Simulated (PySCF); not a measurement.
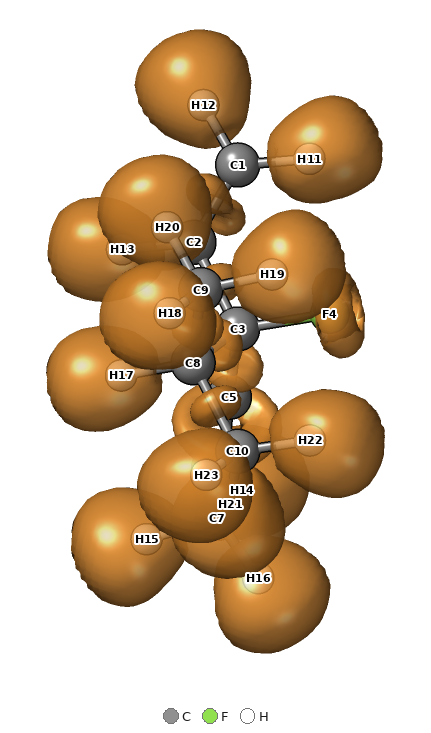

*C$_{9}$H$_{13}$F (SMILES C=C[C@](F)(C#CC)C(C)C). Isosurface of the ELF at 0.85 (orange), seen at an oblique angle. Only the valence region is drawn (cores and ρ < 0.01 e/Å³ removed).*

Geometry: GFN2-xTB.

Theory: PBE0/pcSseg-1, SCF density, gas phase, non-relativistic in PySCF 2.14.0.

Input

```
{"job": {"kind": "nmr", "xc": "PBE0", "basis": "pcSseg-1"}, "charge": 0, "multiplicity": 1}
C      1.165596     2.639552    -0.609598
C      0.674838     1.448665    -0.892069
C      0.174272     0.464660     0.134729
F      0.285270     1.020196     1.410487
C      1.018943    -0.722815     0.073214
C      1.746569    -1.675092     0.040065
C      2.600818    -2.838491    -0.016586
C     -1.311752     0.100454    -0.102890
C     -2.173252     1.360333    -0.060873
C     -1.781494    -0.913227     0.937786
H      1.228491     2.994985     0.404916
H      1.520809     3.301546    -1.380553
H      0.615078     1.079623    -1.906814
H      3.645960    -2.534585     0.029370
H      2.428586    -3.379127    -0.946714
H      2.385534    -3.498924     0.822775
H     -1.373523    -0.351785    -1.099300
H     -3.217059     1.105878    -0.228745
H     -2.084923     1.839069     0.911857
H     -1.860347     2.069395    -0.824637
H     -1.183955    -1.820652     0.883394
H     -1.684678    -0.494297     1.936823
H     -2.824532    -1.168378     0.766379
```

Run with:

```sh
OMP_NUM_THREADS=1 python probes_run.py task.json out
```

Q: Describe the localisation domains.

A: The surface consists of eight regions between bonded C–C atoms (shared pairs), 13 regions around hydrogen nuclei and one region wrapped around F (its lone pairs, merged into a ring or cap). Profiles from the grid: C–C (1.20 Å): the ELF peaks at about 0.85 between the atoms: a short, multiple covalent bond. C–F (1.40 Å): the ELF peaks at about 0.85 between the atoms (a shared but strongly polarised pair).
